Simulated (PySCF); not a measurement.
# H3O3Yb (Yb(OH)3): the cost of one run

Computed with PySCF 2.14.0. Level: several levels, as the steps say, no spin–orbit coupling.

2 further runs of the same task are left out: 2 for a known fault of the program.

## Step 1: Starting geometry

7 atoms, charge 0, spin multiplicity 1.

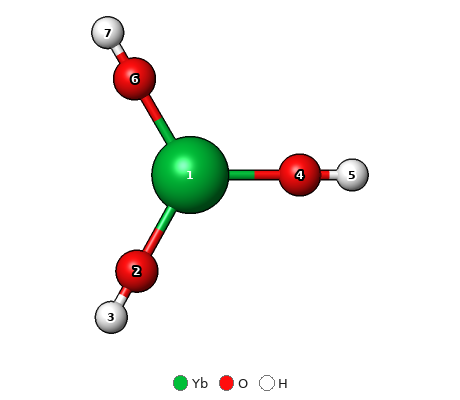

The geometry (ytterbium green, oxygen red, hydrogen white); atoms are numbered from 1 in the order of the file.

As a file:

```
Yb    0.0000    0.0000    0.1380
O     2.0096    0.0000    0.1437
H     2.9745    0.0000    0.1493
O    -1.0048    1.7404    0.1437
H    -1.4873    2.5760    0.1493
O    -1.0048   -1.7404    0.1437
H    -1.4872   -2.5760    0.1493
```

Formal oxidation states: Yb +3. Each metal's 13 4f electrons lie in its core potential, so multiplicities, spins and levels count the valence alone. An earlier session relaxed this geometry at PBE, Yb lcecp-1-SVP with ECP59, O def2-SVP, H def2-SVP (singlet, point group D3h).

At PBE on the finer grid: E = -266.669825 Eh, HOMO -5.96 eV, LUMO -2.07 eV, Mulliken charge on Yb1 +0.83 e, largest force component 0.002 eV/Å. 

Levels to run: M06-L; TPSSh; BLYP; BP86; PBE, TZVP. Hardware: 2 threads of Arm Neoverse N1, shared host.

## Step 2: M06-L

The input, run.py (the lines that set the calculation):

```python
mol = gto.M(atom='''
Yb     0.00000     0.00000     0.13801
O      2.00960     0.00002     0.14370
H      2.97451     0.00003     0.14932
O     -1.00482     1.74036     0.14370
H     -1.48728     2.57599     0.14932
O     -1.00478    -1.74038     0.14370
H     -1.48723    -2.57601     0.14932''',
    basis={'Yb': 'lcecp-1-SVP', 'O': 'def2-SVP', 'H': 'def2-SVP'},
    ecp={'Yb': 'lcecp-1-SVP'},
    charge=0, spin=0)
mf = dft.RKS(mol, xc='M06L')
mf.grids.atom_grid = (75, 302)  # f atoms: unpruned, at least (60, 302)
mf = mf.density_fit()  # fitting sets: Yb AutoAux, O def2-universal-JKFIT, H def2-universal-JKFIT
mf.conv_tol = 1e-08; mf.max_cycle = 55
mf.kernel(dm0)  # dm0: the density of the relaxed state
```

Command:

```sh
$ OMP_NUM_THREADS=2 python run.py
```

**Question.** How long does this run take on 2 threads of Arm Neoverse N1, shared host?

About 9.2 s.
